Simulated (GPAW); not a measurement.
# MgI2 (P-3m1): refractive index against wavelength

The refractive index of MgI2 (P-3m1) along x below the direct gap (3.66 eV on the mesh) is read from one computed spectrum, n = √(Re ε). x, y and z are the Cartesian axes of the input cell.

Symmetry: P-3m1, No. 164, trigonal system. Conventional cell: a = 4.140 Å, b = 4.140 Å, c = 6.880 Å, α = 90.00°, β = 90.00°, γ = 120.00°. Around I on site d lie 3 Mg at 2.94 Å. Around Mg on site a lie 6 I at 2.94 Å.

Method: GPAW 26.7.0, PBE, RPA, k-mesh 9×9×5, local fields up to 50 eV, Lorentzian half width 0.15 eV.

Launch of the response step: `OMP_NUM_THREADS=1 python df.py`. The run took 6.5 min, its band step included, on 1 thread of Arm Neoverse V2, with other jobs on the host.

| wavelength (nm) | photon energy E (eV) | n |
| --- | --- | --- |
| 1550 | 0.800 | 2.0491 |
| 1310 | 0.946 | 2.0540 |
| 1064 | 1.165 | 2.0630 |
| 850 | 1.459 | 2.0786 |
| 700 | 1.771 | 2.1001 |
| 633 | 1.959 | ? |
| 532 | 2.331 | 2.1546 |

In the single-oscillator model n² − 1 = E₀E_d/(E₀² − E²), so 1/(n² − 1) = E₀/E_d − E²/(E₀E_d) is linear in E².

Working, on the rows shown:

| x = E² (eV²) | y = 1/(n² − 1) |
| --- | --- |
| 0.639837 | 0.312616 |
| 0.895757 | 0.310664 |
| 1.35784 | 0.307128 |
| 2.12762 | 0.301152 |
| 3.13716 | 0.293219 |
| 5.43137 | 0.274552 |

Means: x̄ = 2.2649, ȳ = 0.29989. Σ(x − x̄)(y − ȳ) = -0.1282, Σ(x − x̄)² = 16.14. Slope = -0.1282 / 16.14 = -0.007942; intercept = ȳ − slope · x̄ = 0.31788. Turned back into n, the line misses the rows shown by at most 0.00071.

Task: Fill in the last column of the withheld row.

Result: At x = 3.8364 the line gives y = 0.28741, that is 2.1165. The run gave 2.1158, so the interpolation is off by 0.00065, 0.6 % of the range in the table.

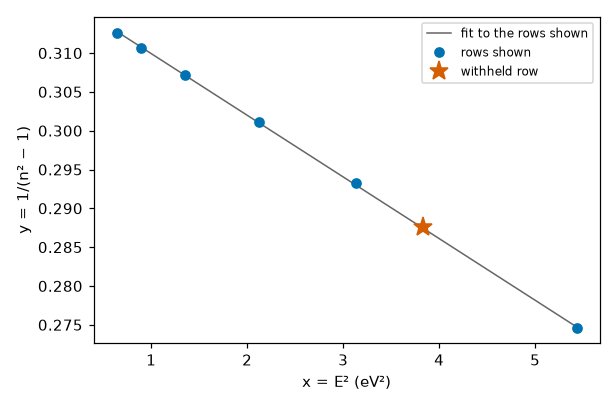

Refitted with all rows, the slope is -0.007925 and the intercept 0.31787. These give E₀ = √(intercept/−slope) = 6.33 eV and E_d = E₀/intercept = 19.9 eV; E₀ is 1.7 times the direct gap. The electronic limit at long wavelengths, without lattice vibrations, is n = √(1 + 1/intercept) = 2.036. The cell comes from an older database entry, whose edges can be off by a per cent or so. Excitons are left out; PBE gaps are as a rule too small. The values come from a sum over the points of one k-mesh and carry its error, which grows as the direct gap shrinks. Spin-orbit coupling is left out.
